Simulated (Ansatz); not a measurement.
**LaBi (model cell, started as NiAs type): phonons and vibrational spectra**

Task: relax LaBi (model cell, started as NiAs type), then find its harmonic phonons.

Method: DFT PBEsol, scalar-relativistic, plane waves, PAW, in Ansatz 0.2.0.

The structure was built from a prototype and need not be the compound's stable phase.

### 1. The starting structure

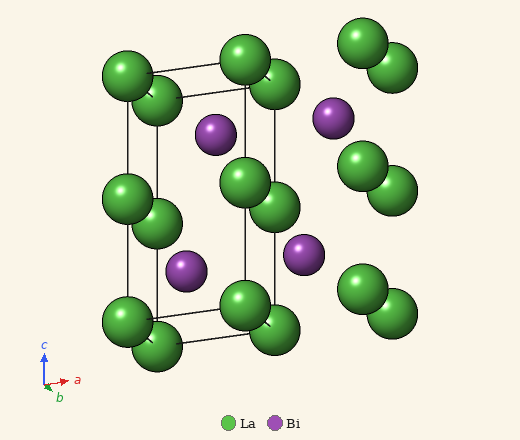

The starting structure, seen from a free direction (lanthanum green, bismuth purple). 2×1×1 cells are drawn. Some periodic images of atoms are drawn too.

### 2. Bringing the structure to rest

The cell and atoms are relaxed, since residual forces and stress would shift the frequencies.

input.yaml

```yaml
crystal:
  lattice:
    - [4.56805, 0.0, 0.0]
    - [-2.28403, 3.95605, 0.0]
    - [0.0, 0.0, 7.30888]
  atoms:
    - { symbol: La, position: [0.0, 0.0, 0.0] }
    - { symbol: La, position: [0.0, 0.0, 0.5] }
    - { symbol: Bi, position: [0.333333, 0.666667, 0.25] }
    - { symbol: Bi, position: [0.666667, 0.333333, 0.75] }
kpoints:
  mp_grid: { grid: [9, 9, 6] }
hamiltonian:
  xc: pbesol
scf:
  occupations: { method: gaussian, width: 0.1 }
output:
  forces: true
  stress: true
  eigenvalues: true
relax:
  adjacent_minimum: "off"
  f_tol: 0.005
  max_steps: 80
  cell: { stress_tol: 0.05 }
```

On the command line:

```
ansatz run input.yaml --threads 4 --pin off --max-ram 7168MiB --backend cpu --events-out ev --progress --plain --runs-dir out
```

Numbers of over 12 decimals in the logs are rounded to 6 here.

Output:

```text
Warning: the atoms were moved onto the symmetric positions of the space group found under crystal.symmetry.tolerance 1.0e-5 (fractional; no operation is sought that the atoms, as they stand in a round, miss by more than twice it, and no atom is moved by as much as it), and the run uses the moved positions. Before a round's move an operation carried an atom to 4.57e-6 Å from where it should land, the largest such dist [...]
Engine: ansatz 0.2.0, aarch64-unknown-linux-gnu
Pseudopotentials: kind: paw
Pseudopotential: La, paw, valence charge 11, recommended cutoff 420 eV (normal), La.paw.azcp
Pseudopotential: Bi, paw, valence charge 15, recommended cutoff 420 eV (normal), Bi.paw.azcp
Functional definition: PBEsol
  exchange = pbesol_x
  correlation = pbesol_c
Crystal: 4 atoms, lattice volume = 132.082 Å³
Basis set: ecut = 420 eV, 2611 PW (Γ), exchange–correlation on 64×64×100 points (8 copies of the dense FFT grid, shifted against one another)
Bands: 32, of which v1, the nominal top of the filled ones, is band 26 counted from 1 (25 counted from 0)
Symmetry: 24 space group operations
Space group: P63/mmc (ITA 194), of the structure as read, at distance tolerance 5.1e-5 Å
k-points: 48 of 486
Non-local potential: La, projectors of the file, l = 0: 3, l = 1: 2, l = 2: 2, l = 3: 3
Non-local potential: Bi, projectors of the file, l = 0: 2, l = 1: 2, l = 2: 2, l = 3: 2
PAW form: soft (Blöchl's): semilocal exchange-correlation on the pseudo side does not see the compensation charge
PAW frozen core: La, regenerated for the run's functional, and the local potential with it (the file was generated under x = pbe(κ = 0.804, μ = 0.219515), c = pbe(β = 0.066725))
PAW frozen core: Bi, regenerated for the run's functional, and the local potential with it (the file was generated under x = pbe(κ = 0.804, μ = 0.219515), c = pbe(β = 0.066725))
PAW one-centre angular grid: La, 590 points (default); XC on 64 Gauss nodes
PAW one-centre angular grid: Bi, 590 points (default); XC on 64 Gauss nodes
Initial density: superposition of atomic densities (neutral atoms: chi_scale 0, normalization atom), corrected by the library's trained network
Initial wavefunctions: pseudopotential atomic-orbital guess
Functional: x = pbesol(κ = 0.804, μ = 0.123457), c = pbesol(β = 0.046)
SCF iter   1: F=—  HF=-36809.772637 eV  |F-HF|=—  |Δ(HF+E_count)|=         —  Δρ=2.55e-3  dr2=1.30e-2  ethr=1.77e-3  ⟨swp⟩=6.0  Hψ=6875  notcnv=0
preconditioner: auto → Kerker (q_TF=auto, 2.336 Å⁻¹)  [metal: Δε(μ)=0.021 eV  Ē_g=15.973 eV  σ=0.100 eV  W_gap=0.12  n_scr=22 (ndim 8)  ℏωp=22.4 eV  f_vac=0.000  D(μ)=1.42/eV (n_scr^D=2)]
SCF iter   2: F=—  HF=-36809.770679 eV  |F-HF|=—  |Δ(HF+E_count)|=   1.96e-3  Δρ=1.41e-3  dr2=3.65e-3  ethr=2.50e-5  ⟨swp⟩=2.3  Hψ=3389  notcnv=0  defer=71
SCF iter   3: F=—  HF=-36809.770293 eV  |F-HF|=—  |Δ(HF+E_count)|=   3.86e-4  Δρ=2.85e-4  dr2=1.50e-4  ethr=7.01e-6  ⟨swp⟩=2.9  Hψ=2736  notcnv=0  defer=71
SCF iter   4: F=—  HF=-36809.770292 eV  |F-HF|=—  |Δ(HF+E_count)|=   1.01e-6  Δρ=7.63e-5  dr2=1.71e-5  ethr=2.89e-7  ⟨swp⟩=2.1  Hψ=1774  notcnv=0  defer=71
SCF iter   5: F=—  HF=-36809.770322 eV  |F-HF|=—  |Δ(HF+E_count)|=   3.07e-5  Δρ=2.51e-5  dr2=1.61e-6  ethr=3.28e-8  ⟨swp⟩=2.5  Hψ=2626  notcnv=0  defer=71
SCF iter   6: F=—  HF=-36809.770322 eV  |F-HF|=—  |Δ(HF+E_count)|=   1.57e-7  Δρ=7.93e-6  dr2=1.08e-7  ethr=3.10e-9  ⟨swp⟩=2.3  Hψ=2106  notcnv=0  defer=71
SCF iter   7: F=-36809.770322 eV  HF=-36809.770322 eV  |F-HF|=8.51e-10  |Δ(HF+E_count)|=   2.40e-8  Δρ=2.59e-6  dr2=1.51e-8  ethr=1.92e-10  ⟨swp⟩=12.8  Hψ=7612  notcnv=0
SCF 1 converged in 7 iterations: F = -36809.770322 eV  dr2 = 1.51e-8
  greatest PAW one-centre occupation: 0.986 electrons in one spin orbital (limit 2), on the Bi atom at site 3 (counted from 0), in its partial waves of l = 2
relax step   1: F+E_penalty+E_count = -36809.77032208 eV  Δ(F+E_penalty+E_count) = +0.000e0 eV  max|allowed force component| = 8.789e-17 eV/Å  Δτ_max = 0.0000 Å  P = +6.613 GPa  Ω = 132.082 Å³  (7 SCF iters, dr2 threshold 1.00e-7 eV, accepted)
Crystal: 4 atoms, lattice volume = 143.773 Å³
Basis set: ecut = 420 eV, 2779 PW (Γ), exchange–correlation on 64×64×100 points (8 copies of the dense FFT grid, shifted against one another)
Initial density: handed on by an earlier stage of this run
Initial wavefunctions: those handed on with the density
iter 1 solved again at ethr=1.60e-4 eV; its pass at ethr=3.10e-3 eV (dr2=8.34e-2 eV) is discarded
SCF iter   1: F=—  HF=-36810.146612 eV  |F-HF|=—  |Δ(HF+E_count)|=         —  Δρ=4.64e-3  dr2=8.53e-2  ethr=1.60e-4  ⟨swp⟩=1.5  Hψ=11636  notcnv=0
preconditioner: auto → Resta (q_TF=auto, 2.303 Å⁻¹)  ε∞=6.8  [insulator: Δε(μ)=0.104 eV  Ē_g=5.166 eV  σ=0.100 eV  W_gap=0.51  n_scr=34 (ndim 8)  ℏωp=12.4 eV  f_vac=0.000  D(μ)=0.78/eV (n_scr^D=2)  ε∞_Penn≈6.8]
SCF iter   2: F=—  HF=-36810.124323 eV  |F-HF|=—  |Δ(HF+E_count)|=   2.23e-2  Δρ=2.16e-3  dr2=1.41e-2  ethr=1.60e-4  ⟨swp⟩=3.4  Hψ=2679  notcnv=0
preconditioner: auto → Kerker (q_TF=auto, 2.303 Å⁻¹)  [metal: Δε(μ)=0.092 eV  Ē_g=5.076 eV  σ=0.100 eV  W_gap=0.47  n_scr=34 (ndim 8)  ℏωp=12.4 eV  f_vac=0.000  D(μ)=0.94/eV (n_scr^D=2)]
SCF iter   3: F=—  HF=-36810.119801 eV  |F-HF|=—  |Δ(HF+E_count)|=   4.52e-3  Δρ=5.59e-4  dr2=7.86e-4  ethr=2.72e-5  ⟨swp⟩=2.0  Hψ=2581  notcnv=0
SCF iter   4: F=—  HF=-36810.119700 eV  |F-HF|=—  |Δ(HF+E_count)|=   1.01e-4  Δρ=2.15e-4  dr2=1.65e-4  ethr=1.51e-6  ⟨swp⟩=2.0  Hψ=2545  notcnv=0
SCF iter   5: F=—  HF=-36810.119763 eV  |F-HF|=—  |Δ(HF+E_count)|=   6.31e-5  Δρ=5.87e-5  dr2=8.63e-6  ethr=3.17e-7  ⟨swp⟩=2.0  Hψ=1928  notcnv=0
SCF iter   6: F=—  HF=-36810.119764 eV  |F-HF|=—  |Δ(HF+E_count)|=   7.42e-7  Δρ=1.75e-5  dr2=6.97e-7  ethr=1.66e-8  ⟨swp⟩=2.0  Hψ=2128  notcnv=0
SCF iter   7: F=-36810.119764 eV  HF=-36810.119764 eV  |F-HF|=1.37e-9  |Δ(HF+E_count)|=   1.03e-7  Δρ=4.64e-6  dr2=4.99e-8  ethr=7.69e-10  ⟨swp⟩=11.0  Hψ=9793  notcnv=0
SCF 2 converged in 7 iterations: F = -36810.119764 eV  dr2 = 4.99e-8
relax step   2: F+E_penalty+E_count = -36810.11976398 eV  Δ(F+E_penalty+E_count) = -3.494e-1 eV  max|allowed force component| = 1.457e-16 eV/Å  Δτ_max = 0.0000 Å  P = +1.160 GPa  Ω = 143.773 Å³  energy of the carried Pulay correction = -9.313e-4 eV  (7 SCF iters, dr2 threshold 4.00e-7 eV, accepted)
Crystal: 4 atoms, lattice volume = 145.666 Å³
Basis set: ecut = 420 eV, 2877 PW (Γ), exchange–correlation on 64×64×100 points (8 copies of the dense FFT grid, shifted against one another)
iter 1 solved again at ethr=1.52e-5 eV; its pass at ethr=3.10e-3 eV (dr2=7.88e-3 eV) is discarded
SCF iter   1: F=—  HF=-36810.203488 eV  |F-HF|=—  |Δ(HF+E_count)|=         —  Δρ=2.16e-3  dr2=8.03e-3  ethr=1.52e-5  ⟨swp⟩=3.2  Hψ=14000  notcnv=0
preconditioner: auto → Kerker (q_TF=auto, 2.298 Å⁻¹)  [metal: Δε(μ)=0.059 eV  Ē_g=5.026 eV  σ=0.100 eV  W_gap=0.30  n_scr=34 (ndim 8)  ℏωp=12.3 eV  f_vac=0.000  D(μ)=0.98/eV (n_scr^D=2)]
SCF iter   2: F=—  HF=-36810.202265 eV  |F-HF|=—  |Δ(HF+E_count)|=   1.22e-3  Δρ=1.31e-3  dr2=2.96e-3  ethr=1.52e-5  ⟨swp⟩=1.1  Hψ=1541  notcnv=0
SCF iter   3: F=—  HF=-36810.201791 eV  |F-HF|=—  |Δ(HF+E_count)|=   4.74e-4  Δρ=1.59e-4  dr2=4.97e-5  ethr=5.69e-6  ⟨swp⟩=2.3  Hψ=2232  notcnv=0
SCF iter   4: F=—  HF=-36810.201893 eV  |F-HF|=—  |Δ(HF+E_count)|=   1.02e-4  Δρ=5.62e-5  dr2=9.78e-6  ethr=9.55e-8  ⟨swp⟩=2.1  Hψ=2573  notcnv=0
SCF iter   5: F=—  HF=-36810.201894 eV  |F-HF|=—  |Δ(HF+E_count)|=   8.91e-7  Δρ=1.67e-5  dr2=9.53e-7  ethr=1.88e-8  ⟨swp⟩=2.0  Hψ=2074  notcnv=0
SCF iter   6: F=-36810.201894 eV  HF=-36810.201894 eV  |F-HF|=4.28e-9  |Δ(HF+E_count)|=   8.69e-8  Δρ=4.26e-6  dr2=4.87e-8  ethr=7.69e-10  ⟨swp⟩=12.4  Hψ=10385  notcnv=0
SCF 3 converged in 6 iterations: F = -36810.201894 eV  dr2 = 4.87e-8
relax step   3: F+E_penalty+E_count = -36810.20189386 eV  Δ(F+E_penalty+E_count) = -8.213e-2 eV  max|allowed force component| = 7.401e-17 eV/Å  Δτ_max = 0.0000 Å  P = +0.136 GPa  Ω = 145.666 Å³  energy of the carried Pulay correction = -1.072e-3 eV  (6 SCF iters, dr2 threshold 4.00e-7 eV, accepted)
[...]
relax step   4: F+E_penalty+E_count = -36810.20232101 eV  Δ(F+E_penalty+E_count) = -4.272e-4 eV  max|allowed force component| = 1.180e-16 eV/Å  Δτ_max = 0.0000 Å  P = +0.009 GPa  Ω = 145.942 Å³  energy of the carried Pulay correction = -1.092e-3 eV  (4 SCF iters, dr2 threshold 2.34e-7 eV, accepted)
[...]
relax step   5: F+E_penalty+E_count = -36810.20507418 eV  Δ(F+E_penalty+E_count) = -2.753e-3 eV  max|allowed force component| = 1.087e-16 eV/Å  Δτ_max = 0.0000 Å  P = +0.047 GPa  Ω = 145.942 Å³  stress off target by 1.07e-1 GPa  SCF on the basis re-selected at this cell (its energy is not comparable with the rows above)  (7 SCF iters)
[...]
relax step   6: F+E_penalty+E_count = -36810.20512430 eV  Δ(F+E_penalty+E_count) = -5.012e-5 eV  max|allowed force component| = 4.163e-17 eV/Å  Δτ_max = 0.0000 Å  P = +0.002 GPa  Ω = 146.044 Å³  energy of the carried Pulay correction = -7.765e-6 eV  (4 SCF iters, dr2 threshold 2.86e-8 eV, accepted)
iter 1 solved again at ethr=4.60e-8 eV; its pass at ethr=3.10e-3 eV (dr2=2.39e-5 eV) is discarded
SCF iter   1: F=—  HF=-36810.205077 eV  |F-HF|=—  |Δ(HF+E_count)|=         —  Δρ=1.42e-5  dr2=1.88e-8  ethr=4.60e-8  ⟨swp⟩=7.6  Hψ=13668  notcnv=1
preconditioner: auto → Kerker (q_TF=auto, 2.297 Å⁻¹)  [metal: Δε(μ)=0.033 eV  Ē_g=5.001 eV  σ=0.100 eV  W_gap=0.18  n_scr=34 (ndim 8)  ℏωp=12.3 eV  f_vac=0.000  D(μ)=1.03/eV (n_scr^D=2)]
SCF iter   2: F=—  HF=-36810.205131 eV  |F-HF|=—  |Δ(HF+E_count)|=   5.36e-5  Δρ=7.26e-6  dr2=9.02e-9  ethr=3.61e-11  ⟨swp⟩=3.1  Hψ=3558  notcnv=0
SCF iter   3: F=—  HF=-36810.205131 eV  |F-HF|=—  |Δ(HF+E_count)|=   1.18e-7  Δρ=1.09e-6  dr2=1.22e-9  ethr=1.73e-11  ⟨swp⟩=1.1  Hψ=1585  notcnv=0
SCF iter   4: F=—  HF=-36810.205131 eV  |F-HF|=—  |Δ(HF+E_count)|=   1.90e-9  Δρ=3.39e-7  dr2=8.72e-11  ethr=2.34e-12  ⟨swp⟩=2.0  Hψ=2141  notcnv=0
SCF iter   5: F=-36810.205131 eV  HF=-36810.205131 eV  |F-HF|=7.28e-12  |Δ(HF+E_count)|=  2.26e-10  Δρ=6.52e-8  dr2=2.55e-12  ethr=1.00e-12  ⟨swp⟩=7.1  Hψ=6775  notcnv=0
SCF 7 converged in 5 iterations: F = -36810.205131 eV  dr2 = 2.55e-12
relax step   7: F+E_penalty+E_count = -36810.20513102 eV  Δ(F+E_penalty+E_count) = -6.712e-6 eV  max|allowed force component| = 4.163e-17 eV/Å  Δτ_max = 0.0000 Å  P = +0.002 GPa  Ω = 146.044 Å³  stress off target by 5.11e-3 GPa  SCF on the basis re-selected at this cell (its energy is not comparable with the rows above)  (5 SCF iters)
basis re-selected at this cell: Δ(F+E_penalty+E_count) = -6.712e-6 eV, ΔP = -0.000 GPa vs the last step (what re-selecting the basis moved, of the pressure what is left beyond the Pulay correction that the steps carried, after the strain that the cell walked since its last selection, with what the two solves' SCF thresholds leave and, on support functions, any second-order correction that the steps lacked; it is no m [...]
SCF converged after 5 iterations
Free energy (F): -36810.205131 eV
Harris-Foulkes:  -36810.205131 eV  (|F-HF|=7.28e-12)
Internal energy: -36810.199998 eV  (E = F + TS)
E sigma→0 (E₀):  -36810.202565 eV
Entropy (-TS):   -0.005133 eV (-1.283 meV/atom)
Fermi energy:    9.767033 eV
--- Per-component energies (eV) ---
  E_band       = -309.815656
  E_kinetic    = 991.640211
  E_local      = -3967.289987  (includes V_loc(G=0)·N_el)
  E_nonlocal   = 1314.099103
  E_hartree    = 1319.695685
  E_xc         = -575.213069
  E_vxc        = -580.618367  (∫ρ·V_xc dr)
  E_paw        = -31678.991741  (= ΣΔE_a)
  E_vpaw       = -707.037005  (= ΣTr[D̂ρ^β])
  E_aug_tail   = -0.000941  (compensation charges beyond the density's cutoff)
  E_ewald      = -4214.657782
  E_core_change = 0.518523  (= ΣΔE_core)
  E_smearing   = -0.005133  (= −TS)
  E_closure    = -0.000000  (closes the sum)
  Σ components = -36810.205131   (vs F -36810.205131, Δ=0.00e0)
--- Forces (eV/Å), atoms counted from 1 ---
  atom   1  La    -0.00000000     0.00000000     0.00000000
  atom   2  La     0.00000000     0.00000000     0.00000000
  atom   3  Bi    -0.00000000    -0.00000000     0.00000000
  atom   4  Bi     0.00000000     0.00000000     0.00000000
  max |Σ_I F_I| component: 1.85e-17 eV/Å
--- Stress (GPa, compression-positive) ---
        0.000695      -0.000000       0.000000
       -0.000000       0.000695       0.000000
        0.000000       0.000000       0.005105
  P = ⅓ Tr σ = 0.0022 GPa (0.022 kbar)
--- Band table (eV; the first three rows and the last of 48) ---
  k-point 0: bands = [... 22 lower, 8.4039, 9.5971, 9.7989, 10.0997, 10.0997, 11.1968, 11.1968, 11.2820, ... 2 higher]
  k-point 1: bands = [... 22 lower, 8.4763, 9.1490, 9.8796, 9.8796, 10.0452, 11.2359, 11.2359, 11.3175, ... 2 higher]
  k-point 2: bands = [... 22 lower, 8.6885, 8.6885, 9.4482, 9.4482, 10.4253, 11.2150, 11.3302, 11.3302, ... 2 higher]
  k-point 47: bands = [... 22 lower, 8.2338, 8.2338, 8.2893, 8.2893, 11.0321, 11.0321, 11.3374, 11.3374, ... 2 higher]
--- Relaxed structure (5 steps of the walk, 5 accepted, 2 SCFs on fresh bases) ---
  F+E_penalty+E_count = -36810.20513102 eV   max|allowed force component| = 4.163e-17 eV/Å   (the final SCF, on the basis selected at the relaxed cell)
  cell:  # Å, volume = 146.0440 Å³
    - [4.574674, 2.890936136903669e-6, 0]
    - [-2.287339, 3.961782, 0]
    - [0, 0, 8.058106]
  atoms:
    - { symbol: La, position: [0, 0, 0] }
    - { symbol: La, position: [0, 0, 0.5] }
    - { symbol: Bi, position: [0.333333, 0.666667, 0.25] }
    - { symbol: Bi, position: [0.666667, 0.333333, 0.75] }
```

Wall time 53 s (4 threads of Arm Neoverse V2, shared host); peak memory 0.59 GiB; 2 min of CPU time.

The steps of the relaxation:

| step | energy less that of the first step (eV) | largest force component (eV/Å) | pressure (GPa) | volume (Å³) |
| --- | --- | --- | --- | --- |
| 1 | 0.0000 | 0.0000 | 6.61 | 132.08 |
| 2 | -0.3494 | 0.0000 | 1.16 | 143.77 |
| 3 | -0.4316 | 0.0000 | 0.14 | 145.67 |
| 4 | -0.4320 | 0.0000 | 0.01 | 145.94 |
| 5* | -0.4348 | 0.0000 | 0.05 | 145.94 |
| 6 | -0.4348 | 0.0000 | 0.00 | 146.04 |
| 7* | -0.4348 | 0.0000 | 0.00 | 146.04 |

Relaxation steps marked * repeat the geometry before them on a plane-wave basis chosen anew for their cell, so energy and pressure can jump there.

The run keeps the 24 symmetry operations that it works with, so distortions that break them were not tested.

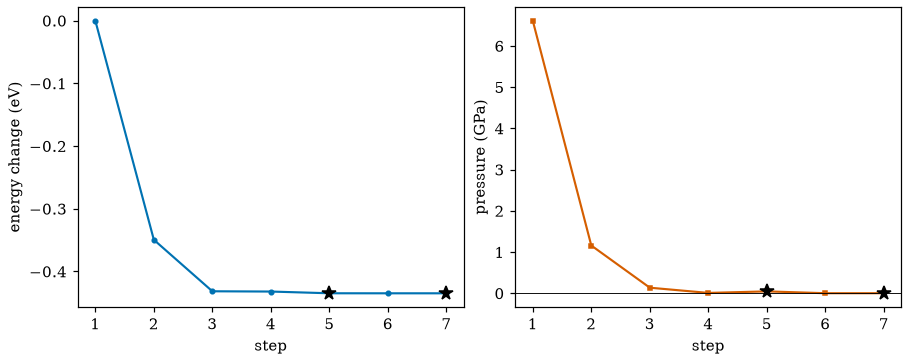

Energy and pressure along the relaxation. Stars mark steps on a basis chosen anew.

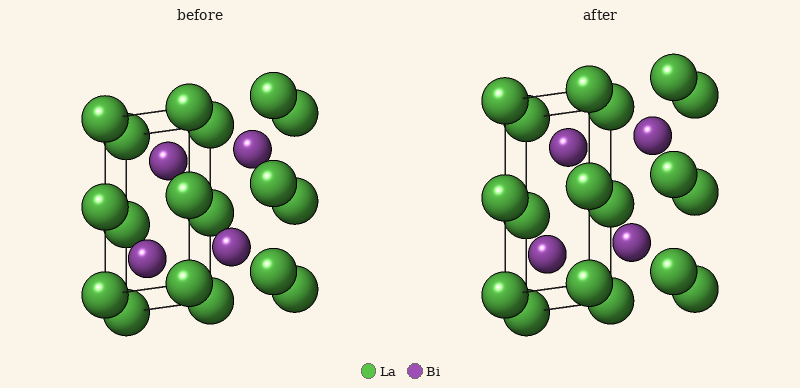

Before and after, at one scale.

| conventional cell, symmetrised | before | after | change |
| --- | --- | --- | --- |
| a (Å) | 4.568 | 4.575 | +0.1 % |
| b (Å) | 4.568 | 4.575 | +0.1 % |
| c (Å) | 7.309 | 8.058 | +10.3 % |
| volume (Å³/atom) | 33.02 | 36.51 | +10.6 % |

Final coordinates:

```cif
data_structure
_symmetry_space_group_name_H-M 'P 1'
_symmetry_Int_Tables_number 1
_cell_length_a 4.5747
_cell_length_b 4.5747
_cell_length_c 8.0581
_cell_angle_alpha 90.000
_cell_angle_beta 90.000
_cell_angle_gamma 120.000
_cell_volume 146.04
loop_
_atom_site_label
_atom_site_type_symbol
_atom_site_fract_x
_atom_site_fract_y
_atom_site_fract_z
_atom_site_occupancy
La1 La 0.00000 0.00000 0.00000 1
La2 La 0.00000 0.00000 0.50000 1
Bi3 Bi 0.33333 0.66667 0.25000 1
Bi4 Bi 0.66667 0.33333 0.75000 1
```

Numbers from this step:

```
pressure          : 0.002165 GPa
volume per atom   : 36.51 Å³
gap on the k-mesh : 0 eV
```

In this step the volume went from 33.02 to 36.51 Å³/atom.

### 3. Bringing the structure to rest

The relaxation is repeated from its end on the same settings, as a check that it has come to rest.

input.yaml, the sections that differ from step 2:

```yaml
crystal:
  lattice:
    - [4.574673627, 2.8909e-06, 0.0]
    - [-2.2873393171, 3.9617821295, 0.0]
    - [0.0, 0.0, 8.0581060837]
  atoms:
    - { symbol: La, position: [0.0, 0.0, 0.0] }
    - { symbol: La, position: [0.0, 0.0, 0.5] }
    - { symbol: Bi, position: [0.3333333333, 0.6666666667, 0.25] }
    - { symbol: Bi, position: [0.6666666667, 0.3333333333, 0.75] }
# kpoints, hamiltonian, scf, output, relax: as in step 2
```

Output:

```text
[...]
Crystal: 4 atoms, lattice volume = 146.044 Å³
Basis set: ecut = 420 eV, 2889 PW (Γ), exchange–correlation on 64×64×108 points (8 copies of the dense FFT grid, shifted against one another)
Bands: 32, of which v1, the nominal top of the filled ones, is band 26 counted from 1 (25 counted from 0)
Symmetry: 24 space group operations
[...]
k-points: 48 of 486
[...]
--- Relaxed structure (1 steps of the walk, 1 accepted, 1 SCFs on fresh bases) ---
[...]
cell:  # Å, volume = 146.0440 Å³
    - [4.574674, 2.890904133979226e-6, 0.0]
    - [-2.287339, 3.961782, 0.0]
    - [0.0, 0.0, 8.0581060837]
  atoms:
    - { symbol: La, position: [0.0, 0.0, 0.0] }
    - { symbol: La, position: [0.0, 0.0, 0.500000] }
    - { symbol: Bi, position: [0.333333, 0.666667, 0.250000] }
    - { symbol: Bi, position: [0.666667, 0.333333, 0.750000] }
[key lines of the parts left out:]
SCF converged after 5 iterations
Free energy (F): -36810.205131 eV
Fermi energy:    9.767033 eV
P = ⅓ Tr σ = 0.0022 GPa (0.022 kbar)
```

Run time: 16 s. Hardware: 4 threads; peak memory 0.59 GiB; 37 s of CPU time.

Little changed from the start: no atom moved by 0.005 Å and no cell edge by 0.1 %.

In this step the volume went from 36.51 to 36.51 Å³/atom.

### 4. Tight relaxation

Phonons need a cell at rest on their own settings, so the relaxation is repeated with tight tolerances on forces and stress, using the mesh and the filling of the phonon run that follows.

input.yaml, the sections that differ from step 3:

```yaml
kpoints:
  mp_grid: { grid: [10, 10, 6] }
scf:
  occupations: { method: methfessel_paxton, width: 0.15 }
relax:
  adjacent_minimum: "off"
  f_tol: 0.001
  max_steps: 60
  cell: { stress_tol: 0.01 }
# crystal, hamiltonian, output: as in step 3
```

Output:

```text
[...]
Crystal: 4 atoms, lattice volume = 146.044 Å³
Basis set: ecut = 420 eV, 2889 PW (Γ), exchange–correlation on 64×64×108 points (8 copies of the dense FFT grid, shifted against one another)
Bands: 32, of which v1, the nominal top of the filled ones, is band 26 counted from 1 (25 counted from 0)
Symmetry: 24 space group operations
[...]
k-points: 56 of 600
[...]
--- Relaxed structure (1 steps of the walk, 1 accepted, 1 SCFs on fresh bases) ---
[...]
cell:  # Å, volume = 146.0440 Å³
    - [4.574674, 2.890904133979226e-6, 0.0]
    - [-2.287339, 3.961782, 0.0]
    - [0.0, 0.0, 8.0581060837]
  atoms:
    - { symbol: La, position: [0.0, 0.0, 0.0] }
    - { symbol: La, position: [0.0, 0.0, 0.500000] }
    - { symbol: Bi, position: [0.333333, 0.666667, 0.250000] }
    - { symbol: Bi, position: [0.666667, 0.333333, 0.750000] }
[key lines of the parts left out:]
SCF converged after 6 iterations
Free energy (F): -36810.204063 eV
Fermi energy:    9.767682 eV
P = ⅓ Tr σ = 0.0045 GPa (0.045 kbar)
```

The job ended after 20 s (4 threads; peak memory 0.6 GiB).

Little changed from the start: no atom moved by 0.005 Å and no cell edge by 0.1 %.

This step gave:

```yaml
pressure: 0.004533 GPa
```

The forces vanish by symmetry and the pressure is 0.005 GPa, within the tolerances set. The cell now holds 36.51 Å³/atom.

[end of part 1 of 2]

[Logs are printed without paths, hosts, clocks, repeated set-up lines and the standing remarks that a program may print on its own settings, such as how far it seeks lower states.]

[Hosts, paths, dates, database ids (printed as entryN), source tags and the programs' standing remarks are cut or masked in the printed files.]
